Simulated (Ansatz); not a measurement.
**SiHF3 + H2O: a complex and its separated parts**

The complex below is one end of an elementary step. How strongly is it bound against its free parts?

The runs use Ansatz 0.2.0, Gaussian basis; PBE0-D4/def2-TZVP structures, single points in def2-TZVPP, no counterpoise correction.

Levels: SPW92, PBE-D4, BLYP-D4, r2SCAN-D4, B97M-V, PBE0-D4, B3LYP-D4, r2SCAN0-D4, BHLYP-D4, CAM-B3LYP-D4, wB97X-V, wB97M-V, B2PLYP, PBE-QIDH, RPA on PBE, Hartree-Fock, MP2, CCSD, CCSD(T).

Cores are frozen in the correlated methods. B3LYP uses VWN-RPA correlation. B2PLYP carries no dispersion term here.

94 further runs of the same task are left out: 94 set aside as unsound or not needed. Runs told in other sessions of the task aren't counted.

### Step 1. Where the work starts

The complex: 8 atoms, charge 0, spin multiplicity 1.

Atoms are counted from 1 here; the program's logs count them from 0.

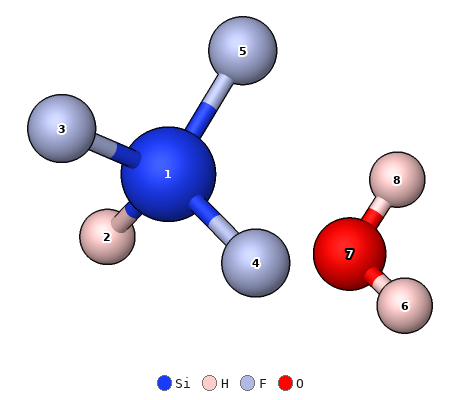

The starting geometry (silicon blue, hydrogen pink, fluorine light blue, oxygen red); atoms are numbered from 1 in the order of the file.

As a file:

```csv
atom,x (Å),y (Å),z (Å)
Si1,-0.9167,0.2650,-0.4496
H2,-0.5580,-0.8793,-1.2758
F3,-2.3010,0.8251,-0.9745
F4,-1.1669,-0.0867,1.0708
F5,0.0855,1.4823,-0.5584
H6,1.3263,-0.9090,1.3602
O7,1.4654,-0.7241,0.4274
H8,2.0653,0.0263,0.4001
```

Its parts: SiHF3 holds atoms 1, 2, 3, 4, 5; H2O holds atoms 6, 7, 8. Each part counts its atoms afresh in its own runs.

### Step 2. Relaxing SiHF3 alone

The input, relax-a/in.yaml:

```yaml
crystal:
  periodic: [false, false, false]
  atoms:
    - {symbol: Si, position_ang: [-0.916658, 0.265048, -0.449625]}
    - {symbol: H, position_ang: [-0.557968, -0.879297, -1.275831]}
    - {symbol: F, position_ang: [-2.301008, 0.825141, -0.974520]}
    - {symbol: F, position_ang: [-1.166902, -0.086650, 1.070760]}
    - {symbol: F, position_ang: [0.085515, 1.482315, -0.558427]}
basis:
  gaussian: {orbitals: def2-TZVP}
hamiltonian: {xc: pbe0, dispersion: d4}
relax: {f_tol: 0.005, max_steps: 200}
```

Command:

```console
ansatz run in.yaml --threads 4 --pin off --events-out ev --progress --plain --max-ram 9574MiB
```

The log of the run, cut to the lines that bear on the results:

```text
Functional definition: PBE0
  name "PBE0"
  cite "Adamo & Barone, J. Chem. Phys. 110, 6158 (1999) doi:10.1063/1.478522"
  cite "Perdew, Burke & Ernzerhof, Phys. Rev. Lett. 77, 3865 (1996) doi:10.1103/PhysRevLett.77.3865"
  parent pbe
[...]
780 factors; their error is unknown
[...]
mean field -16042.88281271 eV, -589.5650691106 hartree, gradient 4.1e-5 eV, S^2 0.000000; 0 other end points of the search recorded, 0 dependent functions left out
[...]
reference -16042.88283333 eV, -589.5650698685 hartree; 21, 21 occupied and 115, 115 virtual orbitals, 780 factors
[...]
reference -16042.93255463 eV, -589.5668970923 hartree; 21, 21 occupied and 115, 115 virtual orbitals, 780 factors
Total energy: -16042.99143662 eV, -589.5690609654 hartree
Atom 0 at    -0.959439     0.289108    -0.459342 Å, force     0.001709    -0.004929    -0.003434 eV/Å
Atom 1 at    -0.529835    -0.867503    -1.242899 Å, force    -0.001685     0.004361     0.002904 eV/Å
Atom 2 at    -2.335227     0.837971    -0.988429 Å, force    -0.001011     0.000193    -0.000591 eV/Å
Atom 3 at    -1.133693    -0.099953     1.054674 Å, force     0.000056    -0.000360     0.001130 eV/Å
Atom 4 at     0.101173     1.446934    -0.551646 Å, force     0.000931     0.000735    -0.000009 eV/Å
Dipole moment:     0.080495    -0.216680    -0.146781 e Å
```

Run time: 4.8 s. Hardware: 4 threads of Arm Neoverse V1, shared host.

The steps of the relaxation:

```
step  energy from step 1 (eV)  largest force component (eV/Å)
   1                   0.0000                          0.8991
   2                  -0.0373                          0.4876
   3                  -0.0497                          0.0279
   4                  -0.0497                          0.0049
```

Close pairs (by a distance rule), those that changed most:

| bond | before (Å) | after (Å) | change (Å) |
| --- | --- | --- | --- |
| Si1–F3 | 1.583 | 1.573 | -0.010 |
| Si1–F5 | 1.580 | 1.573 | -0.008 |
| Si1–F4 | 1.580 | 1.573 | -0.008 |
| Si1–H2 | 1.456 | 1.462 | +0.005 |

### Step 3. Relaxing H2O alone

The input, relax-b/in.yaml:

```yaml
crystal:
  periodic: [false, false, false]
  atoms:
    - {symbol: H, position_ang: [1.326291, -0.908970, 1.360179]}
    - {symbol: O, position_ang: [1.465423, -0.724073, 0.427393]}
    - {symbol: H, position_ang: [2.065307, 0.026286, 0.400070]}
basis:
  gaussian: {orbitals: def2-TZVP}
hamiltonian: {xc: pbe0, dispersion: d4}
relax: {f_tol: 0.005, max_steps: 200}
```

Command:

```console
ansatz run in.yaml --threads 4 --pin off --events-out ev --progress --plain --max-ram 9574MiB
```

The log of the run, cut to the lines that bear on the results:

```text
[... 5 set-up lines as earlier in the session ...]
[...]
239 factors; their error is unknown
[...]
mean field -2078.33275611 eV, -76.3773200425 hartree, gradient 1.2e-5 eV, S^2 0.000000; 0 other end points of the search recorded, 0 dependent functions left out
[...]
reference -2078.33309082 eV, -76.3773323428 hartree; 5, 5 occupied and 38, 38 virtual orbitals, 239 factors
Total energy: -2078.33734664 eV, -76.3774887413 hartree
Atom 0 at     1.328412    -0.906298     1.358475 Å, force    -0.000014    -0.000018     0.000065 eV/Å
Atom 1 at     1.464780    -0.724862     0.426126 Å, force    -0.000028    -0.000035    -0.000057 eV/Å
Atom 2 at     2.063829     0.024403     0.403041 Å, force     0.000042     0.000053    -0.000008 eV/Å
Dipole moment:     0.170603     0.209375     0.335271 e Å
```

Wall time 0.75 s (4 threads of Arm Neoverse V1, shared host).

The steps of the relaxation:

| step | energy from step 1 (eV) | largest force component (eV/Å) |
| --- | --- | --- |
| 1 | 0.0000 | 0.0783 |
| 2 | -0.0003 | 0.0208 |
| 3 | -0.0003 | 0.0116 |
| 4 | -0.0003 | 0.0001 |

Close pairs (by a distance rule), those that changed most:

| bond | before (Å) | after (Å) | change (Å) |
| --- | --- | --- | --- |
| O2–H3 | 0.961 | 0.960 | -0.001 |
| H1–O2 | 0.961 | 0.960 | -0.001 |

### Step 4. SPW92/def2-TZVPP

The input, parta/in.yaml:

```yaml
crystal:
  periodic: [false, false, false]
  atoms:
    - {symbol: Si, position_ang: [-0.959439, 0.289108, -0.459342]}
    - {symbol: H, position_ang: [-0.529835, -0.867503, -1.242899]}
    - {symbol: F, position_ang: [-2.335227, 0.837971, -0.988429]}
    - {symbol: F, position_ang: [-1.133693, -0.099953, 1.054674]}
    - {symbol: F, position_ang: [0.101173, 1.446934, -0.551646]}
basis:
  gaussian: {orbitals: def2-TZVPP}
hamiltonian: {xc: lda}
```

The input, partb/in.yaml:

```yaml
crystal:
  periodic: [false, false, false]
  atoms:
    - {symbol: H, position_ang: [1.328412, -0.906298, 1.358475]}
    - {symbol: O, position_ang: [1.464780, -0.724862, 0.426126]}
    - {symbol: H, position_ang: [2.063829, 0.024403, 0.403041]}
basis:
  gaussian: {orbitals: def2-TZVPP}
hamiltonian: {xc: lda}
```

The same command starts each run, in its folder.

Command:

```console
ansatz run in.yaml --threads 4 --pin off --events-out ev --progress --plain --max-ram 9574MiB
```

parta printed, cut to the lines that bear on the results:

```text
Functional definition: SPW92
  name "SPW92"
  cite "Dirac, Proc. Camb. Phil. Soc. 26, 376 (1930) doi:10.1017/S0305004100016108"
  cite "Slater, Phys. Rev. 81, 385 (1951) doi:10.1103/PhysRev.81.385"
  cite "Perdew & Wang, Phys. Rev. B 45, 13244 (1992) doi:10.1103/PhysRevB.45.13244"
[...]
815 factors; their error is unknown
[...]
mean field -15970.74701123 eV, -586.9141273015 hartree, gradient 3.0e-5 eV, S^2 0.000000; 0 other end points of the search recorded, 0 dependent functions left out
reference -15970.74703828 eV, -586.9141282955 hartree; 21, 21 occupied and 128, 128 virtual orbitals, 815 factors
Total energy: -15970.74703828 eV, -586.9141282955 hartree
```

Output in partb, cut to the lines that bear on the results:

```text
[... 5 set-up lines as earlier in the session ...]
[...]
269 factors; their error is unknown
[...]
mean field -2065.39694275 eV, -75.9019376698 hartree, gradient 5.3e-5 eV, S^2 0.000000; 0 other end points of the search recorded, 0 dependent functions left out
reference -2065.39696158 eV, -75.9019383619 hartree; 5, 5 occupied and 54, 54 virtual orbitals, 269 factors
Total energy: -2065.39696158 eV, -75.9019383619 hartree
```

They took 0.45 s (parta), 0.15 s (partb) on 4 threads of Arm Neoverse V1, shared host.

### Step 5. PBE-D4/def2-TZVPP

The same edit goes into each in.yaml of step 4 (parta, partb):

```diff
-hamiltonian: {xc: lda}
+hamiltonian: {xc: pbe, dispersion: d4}
```

One command serves all of them, each in its own folder.

Command:

```console
ansatz run in.yaml --threads 4 --pin off --events-out ev --progress --plain --max-ram 9574MiB
```

parta printed, cut to the lines that bear on the results:

```text
Functional definition: PBE
  name "PBE"
[... 2 set-up lines as earlier in the session ...]
[...]
815 factors; their error is unknown
[...]
mean field -16042.15010817 eV, -589.5381427155 hartree, gradient 4.9e-5 eV, S^2 0.000000; 0 other end points of the search recorded, 0 dependent functions left out
reference -16042.15013781 eV, -589.5381438046 hartree; 21, 21 occupied and 128, 128 virtual orbitals, 815 factors
Total energy: -16042.22175970 eV, -589.5407758605 hartree
```

Output in partb, cut to the lines that bear on the results:

```text
[... 4 set-up lines as earlier in the session ...]
[...]
269 factors; their error is unknown
[...]
mean field -2078.40756872 eV, -76.3800693551 hartree, gradient 4.4e-5 eV, S^2 0.000000; 0 other end points of the search recorded, 0 dependent functions left out
reference -2078.40758919 eV, -76.3800701074 hartree; 5, 5 occupied and 54, 54 virtual orbitals, 269 factors
Total energy: -2078.41290624 eV, -76.3802655054 hartree
```

They took 0.65 s (parta), 0.2 s (partb) on 4 threads of Arm Neoverse V1, shared host.

### Step 6. BLYP-D4/def2-TZVPP

The same edit goes into each in.yaml of step 5 (parta, partb):

```diff
-hamiltonian: {xc: pbe, dispersion: d4}
+hamiltonian: {xc: {name: BLYP}, dispersion: d4}
```

The same command starts each run, in its folder.

Command:

```console
ansatz run in.yaml --threads 4 --pin off --events-out ev --progress --plain --max-ram 9574MiB
```

Output in parta, cut to the lines that bear on the results:

```text
Functional definition: BLYP
  name "BLYP"
  cite "Becke, Phys. Rev. A 38, 3098 (1988) doi:10.1103/PhysRevA.38.3098"
  cite "Lee, Yang & Parr, Phys. Rev. B 37, 785 (1988) doi:10.1103/PhysRevB.37.785"
[...]
815 factors; their error is unknown
[...]
mean field -16053.47150232 eV, -589.9541962763 hartree, gradient 5.9e-5 eV, S^2 0.000000; 0 other end points of the search recorded, 0 dependent functions left out
reference -16053.47176075 eV, -589.9542057738 hartree; 21, 21 occupied and 128, 128 virtual orbitals, 815 factors
Total energy: -16053.63643386 eV, -589.9602573989 hartree
```

Log of partb, cut to the lines that bear on the results:

```text
[... 4 set-up lines as earlier in the session ...]
[...]
269 factors; their error is unknown
[...]
mean field -2080.27678350 eV, -76.4487617314 hartree, gradient 8.7e-5 eV, S^2 0.000000; 0 other end points of the search recorded, 0 dependent functions left out
reference -2080.27697305 eV, -76.4487686971 hartree; 5, 5 occupied and 54, 54 virtual orbitals, 269 factors
Total energy: -2080.28981545 eV, -76.4492406467 hartree
```

Wall times: 0.71 s (parta), 0.2 s (partb) on 4 threads of Arm Neoverse V1, shared host.

### Step 7. r2SCAN-D4/def2-TZVPP

The same edit goes into each in.yaml of step 6 (parta, partb):

```diff
-hamiltonian: {xc: {name: BLYP}, dispersion: d4}
+hamiltonian: {xc: r2scan, dispersion: d4}
```

One command serves all of them, each in its own folder.

Command:

```console
ansatz run in.yaml --threads 4 --pin off --events-out ev --progress --plain --max-ram 9574MiB
```

Log of parta, cut to the lines that bear on the results:

```text
Functional definition: r2SCAN
  name "r2SCAN"
  cite "Furness, Kaplan, Ning, Perdew & Sun, J. Phys. Chem. Lett. 11, 8208 (2020) doi:10.1021/acs.jpclett.0c02405"
  cite "Furness, Kaplan, Ning, Perdew & Sun, J. Phys. Chem. Lett. 11, 9248 (2020) doi:10.1021/acs.jpclett.0c03077"
  parent r2scan
[...]
815 factors; their error is unknown
[...]
mean field -16050.13945107 eV, -589.8317456514 hartree, gradient 4.6e-5 eV, S^2 0.000000; 0 other end points of the search recorded, 0 dependent functions left out
reference -16050.13945897 eV, -589.8317459419 hartree; 21, 21 occupied and 128, 128 virtual orbitals, 815 factors
Total energy: -16050.15545136 eV, -589.8323336512 hartree
```

partb printed, cut to the lines that bear on the results:

```text
[... 5 set-up lines as earlier in the session ...]
[...]
269 factors; their error is unknown
[...]
mean field -2079.58114715 eV, -76.4231975669 hartree, gradient 8.5e-5 eV, S^2 0.000000; 0 other end points of the search recorded, 0 dependent functions left out
reference -2079.58115235 eV, -76.4231977582 hartree; 5, 5 occupied and 54, 54 virtual orbitals, 269 factors
Total energy: -2079.58242488 eV, -76.4232445226 hartree
```

Wall times: 1.8 s (parta), 0.5 s (partb) on 4 threads of Arm Neoverse V1, shared host.

### Step 8. B97M-V/def2-TZVPP

Each input of step 7 (parta, partb) changes in the same lines:

```diff
-hamiltonian: {xc: r2scan, dispersion: d4}
+hamiltonian: {xc: {name: B97M-V}}
```

The same command starts each run, in its folder.

Command:

```console
ansatz run in.yaml --threads 4 --pin off --events-out ev --progress --plain --max-ram 9574MiB
```

Output in parta, cut to the lines that bear on the results:

```text
Functional definition: B97M-V
  name "B97M-V"
  cite "Mardirossian & Head-Gordon, J. Chem. Phys. 142, 074111 (2015) doi:10.1063/1.4907719"
  cite "Becke, J. Chem. Phys. 107, 8554 (1997) doi:10.1063/1.475007"
  cite "Vydrov & Van Voorhis, J. Chem. Phys. 133, 244103 (2010) doi:10.1063/1.3521275"
  # Of w^i u^j: cxij and so on, Table III.
[...]
  gx(w, u) = cx00 + cx01*u + cx02*u^2 + (cx10 + cx11*u)*w
[...]
  gos(w, u) = cos00 + cos01*u + cos03*u^3 + cos10*w + cos32*w^3*u^2
[...]
      + integral(e_c_pw_mod_opposite_spin*gos(b97_w_opposite, b97_u_opposite)) + vv10(b, c)
815 factors; their error is unknown
[...]
mean field -16049.12775642 eV, -589.7945665590 hartree, gradient 4.2e-5 eV, S^2 0.000000; 0 other end points of the search recorded, 0 dependent functions left out
reference -16049.12779883 eV, -589.7945681176 hartree; 21, 21 occupied and 128, 128 virtual orbitals, 815 factors
Total energy: -16049.12779883 eV, -589.7945681176 hartree
```

Output in partb, cut to the lines that bear on the results:

```text
[... 5 set-up lines as earlier in the session ...]
  # Of w^i u^j: cxij and so on, Table III.
[...]
  gx(w, u) = cx00 + cx01*u + cx02*u^2 + (cx10 + cx11*u)*w
[...]
  gos(w, u) = cos00 + cos01*u + cos03*u^3 + cos10*w + cos32*w^3*u^2
[...]
      + integral(e_c_pw_mod_opposite_spin*gos(b97_w_opposite, b97_u_opposite)) + vv10(b, c)
269 factors; their error is unknown
[...]
mean field -2079.93551342 eV, -76.4362202873 hartree, gradient 2.9e-5 eV, S^2 0.000000; 0 other end points of the search recorded, 0 dependent functions left out
reference -2079.93554023 eV, -76.4362212727 hartree; 5, 5 occupied and 54, 54 virtual orbitals, 269 factors
Total energy: -2079.93554023 eV, -76.4362212727 hartree
```

Wall times: 2.7 s (parta), 0.5 s (partb) on 4 threads of Arm Neoverse V1, shared host.

[end of part 1 of 3]
